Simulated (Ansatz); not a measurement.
The reference is CdS in the zinc blende structure (space group F-43m, No. 216; a = 5.824 Å). Axes: x, y, z lie along the cube axes.

Perturbation: a pure shear with ε_xy = ε_yx = 0.0114, atoms relaxed at fixed cell.

Method: PBEsol (Ansatz, a first-principles code), scalar-relativistic without spin-orbit coupling.

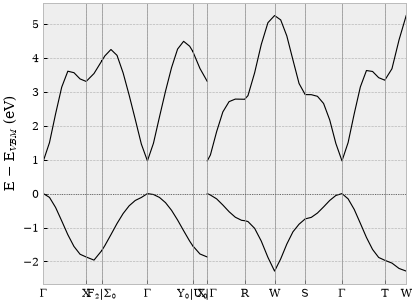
Figure. Highest valence and lowest conduction band along the path of the changed cell's own zone

The gap is 0.96 eV, direct at Γ; the base has 1.01 eV.

The cells carry an imposed strain or load. Stability against distortions was not tested. k-point labels follow each cell's own Brillouin zone.
